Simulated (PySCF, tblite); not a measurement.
**C6H9BCl2O: geometry, infrared bands and NMR shifts**

Wanted: the infrared bands and NMR shifts of C6H9BCl2O (`C[C@@H]1CC[C@H](B(Cl)Cl)C1=O`), by calculation.

Programs: tblite 0.8.0 and PySCF 2.14.0, with density-fitted response routines of our own. Each step states its level of theory. These are calculated values for one molecule in the gas phase, unless marked as measured. Atoms are numbered from 0 throughout.

## 1. Starting geometry

19 atoms, charge 0, multiplicity 1; geometry from: force field or distance geometry start.

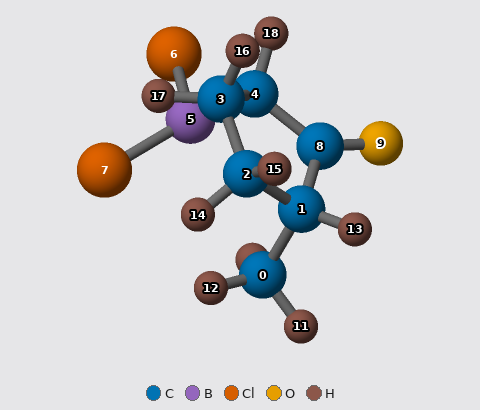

The starting geometry (carbon blue, boron purple, chlorine orange, oxygen amber, hydrogen brown), atoms numbered; sticks join atoms by distance.

## 2. Geometry optimisation with GFN2-xTB

What the job is given:

```
{"job": {"kind": "relax", "xc": "GFN2-xTB", "basis": "xTB"}, "charge": 0, "multiplicity": 1}
C     -1.468300     0.728700    -1.058600
C     -1.253900     0.017200     0.256300
C     -0.313500     0.839000     1.112500
C      1.008300     0.141300     1.150700
C      0.891500    -1.024700     0.190800
B      1.545600    -0.582900    -1.189800
Cl     2.781800    -1.749800    -1.927100
Cl     1.873100     1.215700    -1.532100
C     -0.551700    -1.286600     0.083300
O     -1.161400    -2.334800    -0.109500
H     -0.981700     0.156600    -1.862800
H     -2.569600     0.772300    -1.304300
H     -1.090000     1.759700    -0.934800
H     -2.234800    -0.164800     0.738700
H     -0.232300     1.843900     0.618800
H     -0.761500     0.988000     2.120400
H      1.227300    -0.231500     2.192400
H      1.827700     0.789200     0.797500
H      1.453500    -1.867300     0.650200
```

On the command line:

```sh
$ OMP_NUM_THREADS=1 python probes_run.py task.json out
```

The driver reads the jobs from task.json and runs them one after another.

The program printed:

```text
step      E/eV     max force
  0    -867.05214    3.246
  1    -867.39002    3.772
  2    -867.61464    1.205
  3    -867.75506    0.920
  4    -867.85001    0.825
  5    -867.90123    0.736
  6    -867.95356    0.439
  7    -867.97661    0.526
  8    -868.00217    0.573
  9    -868.02217    0.411
 10    -868.03838    0.288
 11    -868.05017    0.267
 12    -868.05957    0.298
 13    -868.06765    0.288
 14    -868.07596    0.219
 15    -868.08424    0.229
 16    -868.09199    0.213
 17    -868.09809    0.184
 18    -868.10209    0.145
 19    -868.10481    0.101
 20    -868.10707    0.109
 21    -868.10948    0.131
 22    -868.11231    0.132
 23    -868.11530    0.147
 24    -868.11805    0.140
 25    -868.12050    0.130
 26    -868.12290    0.125
 27    -868.12554    0.119
 28    -868.12843    0.120
 29    -868.13126    0.114
 30    -868.13380    0.122
 31    -868.13614    0.104
 32    -868.13826    0.088
 33    -868.13988    0.079
 34    -868.14096    0.077
 35    -868.14183    0.071
 36    -868.14284    0.079
 37    -868.14421    0.088
 38    -868.14585    0.110
 39    -868.14747    0.095
 40    -868.14901    0.095
 41    -868.15074    0.103
 42    -868.15295    0.110
 43    -868.15570    0.131
 44    -868.15867    0.136
 45    -868.16169    0.161
 46    -868.16455    0.155
 47    -868.16810    0.151
 48    -868.17175    0.142
 49    -868.17490    0.131
 50    -868.17711    0.158
 51    -868.18124    0.190
 52    -868.18727    0.240
 53    -868.19618    0.304
 54    -868.20201    0.272
 55    -868.20763    0.247
 56    -868.21256    0.210
 57    -868.21934    0.202
 58    -868.22518    0.210
 59    -868.23190    0.223
 60    -868.23758    0.158
 61    -868.24128    0.189
 62    -868.24604    0.125
 63    -868.25023    0.135
 64    -868.25398    0.109
 65    -868.25619    0.089
 66    -868.25759    0.110
 67    -868.25871    0.090
 68    -868.25998    0.074
 69    -868.26215    0.085
 70    -868.26457    0.092
 71    -868.26722    0.119
 72    -868.26971    0.135
 73    -868.27288    0.153
 74    -868.27667    0.157
 75    -868.27868    0.194
 76    -868.28293    0.172
 77    -868.28566    0.135
 78    -868.29007    0.115
 79    -868.29358    0.139
 80    -868.29700    0.165
 81    -868.29965    0.139
 82    -868.30180    0.107
 83    -868.30513    0.119
 84    -868.30872    0.129
 85    -868.31132    0.112
 86    -868.31487    0.110
 87    -868.31622    0.207
 88    -868.31915    0.120
 89    -868.32123    0.134
 90    -868.32447    0.086
 91    -868.32579    0.081
 92    -868.32722    0.067
 93    -868.32813    0.073
 94    -868.32902    0.083
 95    -868.32964    0.048
 96    -868.33015    0.056
 97    -868.33054    0.064
 98    -868.33086    0.051
 99    -868.33115    0.042
100    -868.33147    0.040
101    -868.33183    0.036
102    -868.33224    0.033
103    -868.33260    0.038
104    -868.33287    0.034
105    -868.33310    0.033
106    -868.33335    0.032
107    -868.33366    0.034
108    -868.33397    0.042
109    -868.33424    0.043
110    -868.33448    0.048
111    -868.33467    0.043
112    -868.33487    0.044
113    -868.33518    0.039
114    -868.33548    0.044
115    -868.33581    0.048
116    -868.33621    0.048
117    -868.33674    0.047
118    -868.33744    0.056
119    -868.33823    0.060
120    -868.33896    0.054
121    -868.33957    0.053
122    -868.34004    0.048
123    -868.33983    0.137
124    -868.34054    0.037
125    -868.34069    0.030
126    -868.34095    0.019
127    -868.34104    0.021
128    -868.34115    0.026
129    -868.34124    0.024
130    -868.34133    0.018
131    -868.34138    0.017
132    -868.34143    0.019
133    -868.34148    0.020
134    -868.34155    0.018
135    -868.34163    0.022
136    -868.34172    0.022
137    -868.34180    0.019
138    -868.34187    0.015
139    -868.34194    0.018
140    -868.34203    0.028
141    -868.34212    0.025
142    -868.34222    0.020
143    -868.34232    0.019
144    -868.34242    0.020
145    -868.34255    0.021
146    -868.34269    0.021
147    -868.34283    0.026
148    -868.34298    0.027
149    -868.34314    0.025
150    -868.34328    0.026
151    -868.34341    0.023
152    -868.34353    0.024
153    -868.34362    0.019
154    -868.34370    0.016
155    -868.34373    0.013
156    -868.34375    0.010
157    -868.34377    0.012
158    -868.34381    0.012
159    -868.34384    0.012
160    -868.34388    0.014
161    -868.34392    0.015
162    -868.34395    0.012
163    -868.34397    0.009
```

Wall time 2.7 s (1 thread of Arm Neoverse N1, shared host); peak memory 0.18 GiB.

Along the way: (not every step is listed)

| step | energy from step 0 (eV) | largest force (eV/Å) |
| --- | --- | --- |
| 0 | 0.0000 | 3.2459 |
| 1 | -0.3379 | 3.7725 |
| 2 | -0.5625 | 1.2047 |
| 3 | -0.7029 | 0.9203 |
| 4 | -0.7979 | 0.8252 |
| 5 | -0.8491 | 0.7357 |
| 6 | -0.9014 | 0.4387 |
| 7 | -0.9245 | 0.5261 |
| 8 | -0.9500 | 0.5725 |
| 23 | -1.0632 | 0.1470 |
| 38 | -1.0937 | 0.1096 |
| 53 | -1.1440 | 0.3042 |
| 68 | -1.2078 | 0.0745 |
| 83 | -1.2530 | 0.1194 |
| 98 | -1.2787 | 0.0507 |
| 113 | -1.2830 | 0.0385 |
| 128 | -1.2890 | 0.0265 |
| 143 | -1.2902 | 0.0192 |
| 158 | -1.2917 | 0.0122 |
| 159 | -1.2917 | 0.0122 |
| 160 | -1.2917 | 0.0141 |
| 161 | -1.2918 | 0.0147 |
| 162 | -1.2918 | 0.0118 |
| 163 | -1.2918 | 0.0091 |

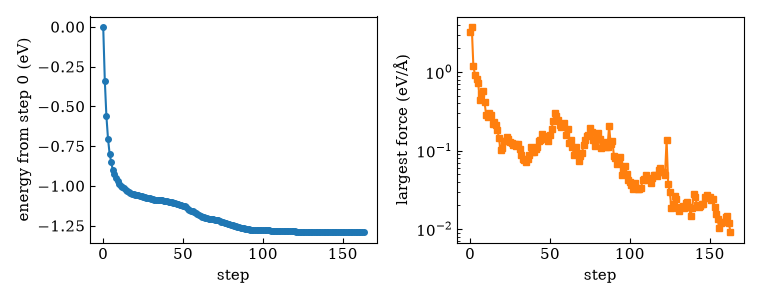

Energy and force, step by step.

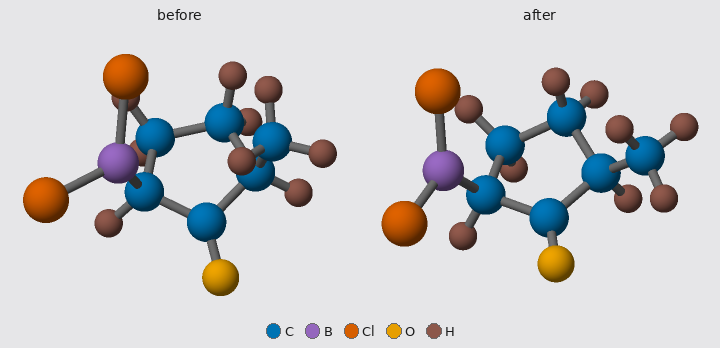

Before and after, at one scale.

Distances of close pairs at the start and the end, largest changes first:

```csv
bond,before (Å),after (Å),change (Å)
B5–Cl7,1.860,1.718,-0.142
B5–Cl6,1.853,1.713,-0.140
C4–C8,1.471,1.535,+0.064
C0–H11,1.129,1.087,-0.042
C3–H16,1.128,1.091,-0.037
C2–C3,1.495,1.529,+0.034
C2–H14,1.123,1.090,-0.032
C8–O9,1.228,1.199,-0.029
```

The next job starts from the end point, and lists it.

## 3. Infrared spectrum with GFN2-xTB

What the job is given:

```
{"job": {"kind": "ir", "xc": "GFN2-xTB", "basis": "xTB"}, "charge": 0, "multiplicity": 1}
C     -1.993620     0.709215    -0.896476
C     -1.158193     0.105727     0.227640
C     -0.117877     1.048163     0.830895
C      0.989560     0.122560     1.335396
C      1.063969    -0.996834     0.286926
B      2.029583    -0.738717    -0.958701
Cl     2.485219    -2.043333    -1.970407
Cl     2.583968     0.840954    -1.343118
C     -0.371439    -1.101181    -0.247142
O     -0.796928    -1.998276    -0.918463
H     -1.345990     1.103894    -1.676449
H     -2.635062    -0.052312    -1.332921
H     -2.612945     1.518131    -0.516685
H     -1.832577    -0.263125     1.009877
H      0.274740     1.705801     0.054944
H     -0.530171     1.665685     1.626841
H      0.712558    -0.299725     2.302498
H      1.936214     0.647873     1.446589
H      1.309189    -1.965250     0.731295
```

The program printed:

```text
mode    cm-1     km/mol
  1      21.4      0.35
  2      39.7      1.50
  3      92.8      2.20
  4     135.5      1.26
  5     188.6      1.01
  6     195.2      0.58
  7     232.4      5.30
  8     240.2      3.66
  9     315.6      0.81
 10     373.1      0.54
 11     409.8     10.35
 12     492.1      4.02
 13     505.1      0.33
 14     564.8      7.52
 15     622.9      2.94
 16     656.5      4.93
 17     773.3     98.12
 18     810.5      6.53
 19     851.6     93.09
 20     925.6     78.44
 21     939.6     12.43
 22     981.1     14.27
 23     994.4    211.48
 24    1023.5     10.71
 25    1069.6     32.51
 26    1081.0     11.65
 27    1114.8      7.42
 28    1132.5     87.01
 29    1142.8      7.46
 30    1170.1     17.40
 31    1203.3      4.97
 32    1246.1     15.12
 33    1256.8     11.14
 34    1273.0      2.26
 35    1312.2      2.38
 36    1324.8      0.64
 37    1405.3      4.73
 38    1482.5      6.40
 39    1488.6      8.34
 40    1493.5      7.45
 41    1495.2      0.17
 42    1793.6    294.38
 43    2916.2     13.39
 44    2951.5     15.29
 45    2984.6     12.09
 46    3004.7     46.35
 47    3016.8     24.32
 48    3021.2     32.50
 49    3035.6     37.65
 50    3040.3     28.93
 51    3048.5     12.60
```

It took 1.5 s on 1 thread of Arm Neoverse N1, shared host; peak memory 0.18 GiB.

The strongest bands and the atoms that carry them (share of the mass-weighted mode):

```csv
cm⁻¹,km/mol,atoms
773,98.1,B5 73 %
852,93.1,"H17 14 %, B5 14 %, H16 13 %, H15 11 %"
926,78.4,"B5 16 %, H11 16 %, C2 10 %, C4 10 %"
994,211.5,"C4 27 %, C8 12 %"
1132,87.0,"C4 17 %, H13 12 %"
1794,294.4,"C8 62 %, O9 37 %"
3005,46.4,"H14 74 %, H16 11 %"
3036,37.6,"H10 76 %, H12 15 %"
```

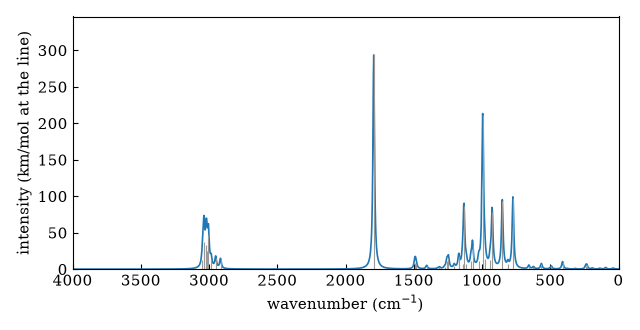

The infrared spectrum from these modes, unscaled. Lines are broadened to a width of 14 cm⁻¹ (Lorentzian).

## 4. NMR shieldings: PBE0/pcSseg-1

Settings changed since step 3:

```diff
@@ -1,2 +1,2 @@
-{"job": {"kind": "ir", "xc": "GFN2-xTB", "basis": "xTB"}, "charge": 0, "multiplicity": 1}
+{"job": {"kind": "nmr", "xc": "PBE0", "basis": "pcSseg-1"}, "charge": 0, "multiplicity": 1}
 C     -1.993620     0.709215    -0.896476
```

Level: GIAO PBE0/pcSseg-1 NMR shielding, non-relativistic, gas phase.

The program printed:

```text
coarse grid: 17520 points
cycle   1  E = -1253.6427418260  dE =  1.539e+00  |g| = 8.231e-01  |ddm| = 3.997e+00
cycle   2  E = -1253.1939438803  dE =  4.488e-01  |g| = 1.713e+00  |ddm| = 2.389e+00
cycle   3  E = -1253.7766294048  dE = -5.827e-01  |g| = 2.115e-01  |ddm| = 1.880e+00
cycle   4  E = -1253.7862305967  dE = -9.601e-03  |g| = 7.398e-02  |ddm| = 2.589e-01
cycle   5  E = -1253.7874376086  dE = -1.207e-03  |g| = 1.470e-02  |ddm| = 7.600e-02
cycle   6  E = -1253.7874856641  dE = -4.806e-05  |g| = 5.059e-03  |ddm| = 2.028e-02
cycle   7  E = -1253.7874907051  dE = -5.041e-06  |g| = 1.620e-03  |ddm| = 5.266e-03
final grid: 161504 points
cycle   8  E = -1253.8539534265  dE = -4.533e-05  |g| = 1.415e-02  |ddm| = 4.062e-02
cycle   9  E = -1253.8538497818  dE =  1.036e-04  |g| = 2.705e-02  |ddm| = 3.408e-02
cycle  10  E = -1253.8539929229  dE = -1.431e-04  |g| = 2.846e-03  |ddm| = 2.385e-02
cycle  11  E = -1253.8539945170  dE = -1.594e-06  |g| = 4.187e-04  |ddm| = 2.226e-03
cycle  12  E = -1253.8539945525  dE = -3.553e-08  |g| = 1.029e-04  |ddm| = 4.715e-04
cycle  13  E = -1253.8539945545  dE = -2.011e-09  |g| = 4.061e-05  |ddm| = 1.337e-04
cycle  14  E = -1253.8539945550  dE = -4.347e-10  |g| = 8.372e-06  |ddm| = 4.730e-05
converged SCF energy = -1253.8539945550

GIAO shielding tensors (ppm)
atom      isotropic    diamagn.    paramagn.     s11        s22        s33       span
  0 C      167.716     244.919     -77.203    152.794    164.376    185.978     33.184
  1 C      140.122     253.468    -113.345    126.141    135.360    158.866     32.725
  2 C      152.374     248.764     -96.390    133.373    152.449    171.299     37.926
  3 C      157.848     247.174     -89.327    144.184    160.684    168.675     24.491
  4 C      126.482     256.513    -130.031     85.173    134.650    159.623     74.449
  5 B       41.784     189.599    -147.815      9.025     32.076     84.252     75.227
  6 Cl     648.728    1146.698    -497.970    363.604    697.721    884.858    521.255
  7 Cl     687.360    1147.750    -460.390    394.865    737.806    929.409    534.544
  8 C      -32.643     250.839    -283.482   -109.764    -45.407     57.242    167.006
  9 O     -314.188     399.053    -713.240   -895.999   -406.641    360.076   1256.075
 10 H       31.208      29.759       1.449     26.640     31.053     35.931      9.291
 11 H       29.946      29.005       0.941     25.166     27.775     36.896     11.730
 12 H       30.549      28.559       1.990     25.988     28.119     37.540     11.552
 13 H       29.601      31.981      -2.380     25.778     28.098     34.928      9.150
 14 H       29.736      31.727      -1.991     25.277     30.462     33.469      8.192
 15 H       29.497      30.869      -1.373     25.126     27.623     35.741     10.616
 16 H       29.728      30.618      -0.890     24.585     27.552     37.047     12.462
 17 H       29.383      30.477      -1.094     25.498     28.364     34.287      8.789
 18 H       28.669      31.332      -2.664     24.001     29.618     32.387      8.386
```

It took 80 s on 1 thread of Arm Neoverse N1, shared host; peak memory 0.96 GiB.

Shifts follow as δ = σ(reference) − σ, with reference shieldings (ppm) from runs at the same level and on the same kind of geometry: ¹H TMS 31.72, ¹³C TMS 186.9, ¹⁷O H2O 336.1, ¹¹B BF3·OEt2 100.1, ³⁵Cl HCl 950. The references are single molecules in the gas phase, so shifts against H2O, NH3, PH3, H3PO4 or CFCl3 are not on the usual liquid scales and can be off by tens of ppm. Atoms listed in one row are averaged.

```
        atoms                                         environment  σ (ppm)  δ (ppm)  δ scaled to CDCl3
           C8                              ketone carbonyl carbon    -32.6    219.6              212.4
           C4                 sp3 CH bonded to B, α to a carbonyl    126.5     60.4               57.1
           C1                              sp3 CH α to a carbonyl    140.1     46.8               43.8
           C2                                   sp3 CH2 in a ring    152.4     34.6               31.8
           C3                                   sp3 CH2 in a ring    157.8     29.1               26.5
           C0                                       methyl carbon    167.7     19.2               16.8
          H18  hydrogen on an sp3 CH bonded to B, α to a carbonyl    28.67     3.05               2.98
          H17                    hydrogen on an sp3 CH2 in a ring    29.38     2.33               2.31
          H15                    hydrogen on an sp3 CH2 in a ring    29.50     2.22               2.20
          H13               hydrogen on an sp3 CH α to a carbonyl    29.60     2.12               2.10
          H16                    hydrogen on an sp3 CH2 in a ring    29.73     1.99               1.98
          H14                    hydrogen on an sp3 CH2 in a ring    29.74     1.98               1.97
H10, H11, H12                         hydrogen on a methyl carbon    30.57     1.15               1.19
           B5                             boron bonded to C, 2 Cl     41.8     58.3                  –
     Cl6, Cl7                                chlorine bonded to B      668      282                  –
           O9                                       ketone oxygen   -314.2    650.3                  –
```

The scaled column applies a straight-line fit of computed shieldings to shifts measured in CDCl3, with any fitted terms for Cl, Br or S neighbours (root-mean-square error 0.16 ppm for H, 1.9 ppm for C).

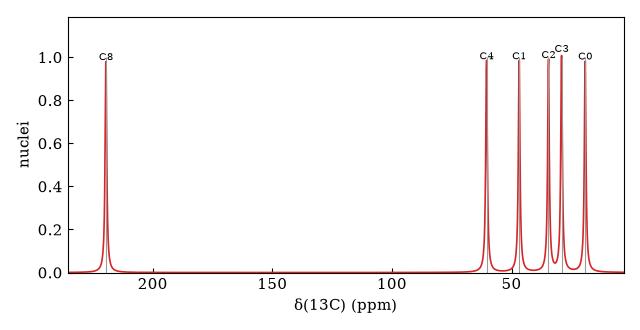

¹³C lines at the computed shifts, without couplings. Lines are broadened to a width of 0.80 ppm (Lorentzian).

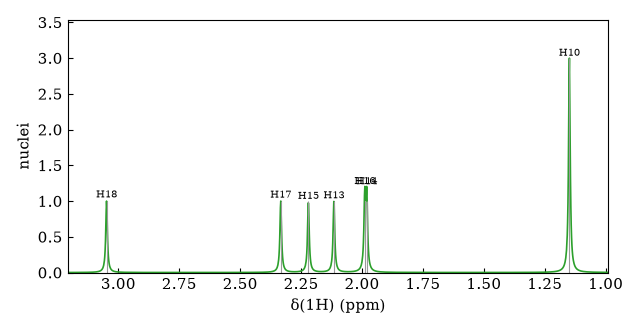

¹H lines at the computed shifts, without couplings. Lines are broadened to a width of 0.01 ppm (Lorentzian).

Charges from the same density, by scheme (e):

```
   atoms  Mulliken    IAO  Hirshfeld  ESP fit
      C0     -0.19  -0.41      -0.12    -0.40
      C1     -0.37  -0.16      -0.03     0.25
      C2     -0.17  -0.26      -0.07    -0.19
      C3     -0.15  -0.26      -0.08    -0.19
      C4     -0.46  -0.32      -0.12     0.04
      B5      0.50   0.14       0.17     0.13
Cl6, Cl7     -0.15  -0.02      -0.04    -0.09
      C8      0.26   0.40       0.17     0.39
      O9     -0.34  -0.40      -0.23    -0.47
```

Hirshfeld charges:

C0 -0.12; C1 -0.03; C2 -0.07; C3 -0.08; C4 -0.12; B5 0.17; Cl6 -0.04; Cl7 -0.03; C8 0.17; O9 -0.23; H10 0.04; H11 0.04; H12 0.04; H13 0.05; H14 0.03; H15 0.04; H16 0.04; H17 0.03; H18 0.05

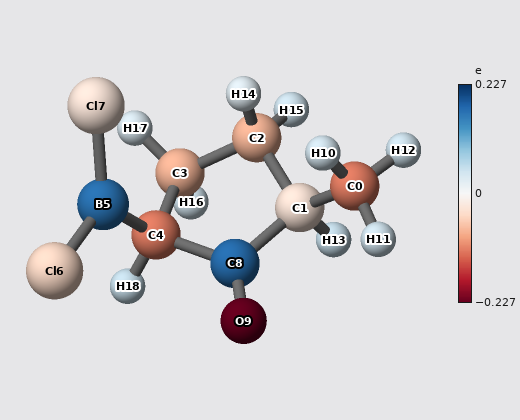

Hirshfeld charges, as colours on the atoms.

Mayer bond orders: C0–C1 1.04, C1–C2 0.98, C2–C3 1.03, C3–C4 1.02, C4–B5 0.93, B5–Cl6 1.21, B5–Cl7 1.18, C4–C8 0.94, C8–O9 2.04, C8–C1 0.93.

Ring of atoms C1, C2, C3, C4, C8: NICS(0) -0.1, NICS(1) -2.7, NICS(1)zz -3.7 ppm (means of both faces).

## 5. Summary of results

| quantity | value |
| --- | --- |
| strongest single infrared mode (GFN2-xTB) | 1794 cm⁻¹, 294 km/mol |
| zero-point energy (GFN2-xTB) | 89.9 kcal/mol |
| ¹³C shifts against TMS (PBE0/pcSseg-1) | 219.6, 60.4, 46.8, 34.6, 29.1, 19.2 ppm |
| ¹H shifts against TMS (PBE0/pcSseg-1, means over atoms taken as alike) | 3.05, 2.33, 2.22, 2.12, 1.99, 1.98, 1.15 ppm |
| ¹¹B shifts against BF3·OEt2 (PBE0/pcSseg-1) | 58.3 ppm |
| ³⁵Cl shifts against HCl (PBE0/pcSseg-1, means over atoms taken as alike) | 282 ppm |
| ¹⁷O shifts against H2O (PBE0/pcSseg-1) | 650.3 ppm |

**Reading.** Relaxing lowered the energy by 1.292 eV in 163 steps; the close pair that moved most is B5–Cl7, from 1.860 to 1.718 Å. No mode is imaginary among the 51: a minimum at this level. The strongest single mode, at 1794 cm⁻¹, moves mainly C8 and O9. Unscaled tight-binding wavenumbers are off by several per cent, some by more. Its intensities can rank the bands wrongly. C8 (ketone carbonyl carbon) lies farthest downfield among carbon, at 219.6 ppm; the double bond to the heteroatom, with no lone-pair donor beside it, deshields it most. H18 (hydrogen on an sp3 CH bonded to B, α to a carbonyl) lies farthest downfield among hydrogen, at 3.05 ppm; α to C=O. At PBE0/pcSseg-1: The widest tensor belongs to O9: span 1256 ppm, with a paramagnetic part of -713 ppm.
